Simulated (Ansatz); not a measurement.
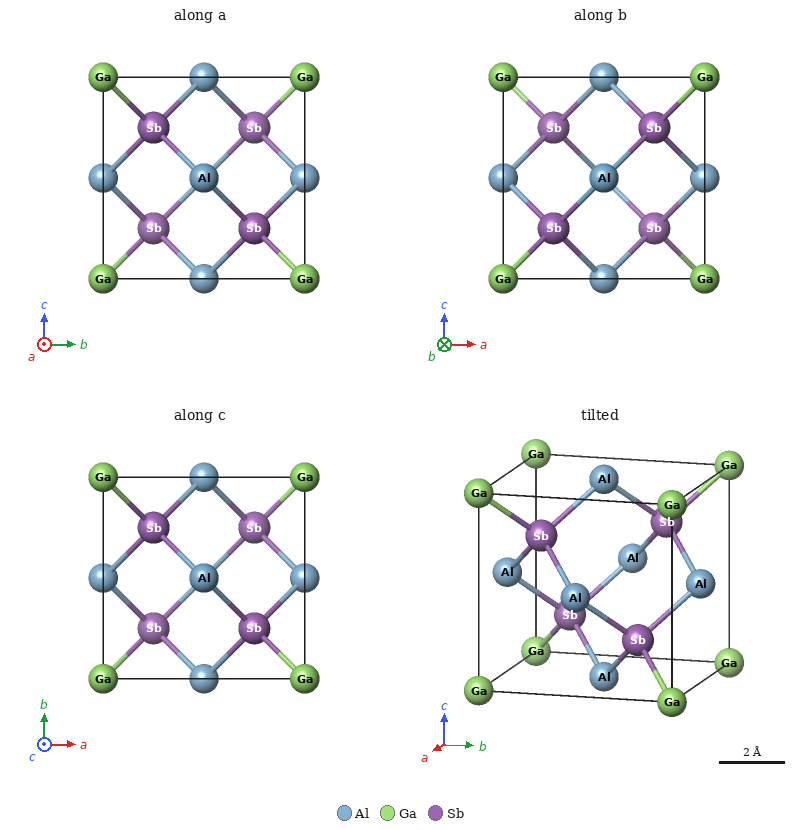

Structure drawing (ball-and-stick), viewed along the a axis, along the b axis, along the c axis and slightly off an axis. The conventional unit cell is drawn as a box.

Lattice parameters: a = 6.225 Å, b = 6.225 Å, c = 6.225 Å, α = 90.00°, β = 90.00°, γ = 90.00°. Put a along x and b in the xy plane.

**Reconstruct the structure as a POSCAR file.**

```
Al Ga Sb
1.0
     6.225    0.000    0.000
     0.000    6.225    0.000
     0.000    0.000    6.225
Al Ga Sb
3 1 4
Direct
  0.0000 0.5000 0.5000
  0.5000 0.5000 0.0000
  0.5000 0.0000 0.5000
  0.0000 0.0000 0.0000
  0.7499 0.2501 0.7499
  0.7499 0.7499 0.2501
  0.2501 0.2501 0.2501
  0.2501 0.7499 0.7499
```

Provenance: a structure type filled with these elements by a generator (whether the compound takes this form wasn't checked). Earlier steps of the study may have refined or changed the cell and positions. Ansatz was used for an electronic-structure calculation on it.
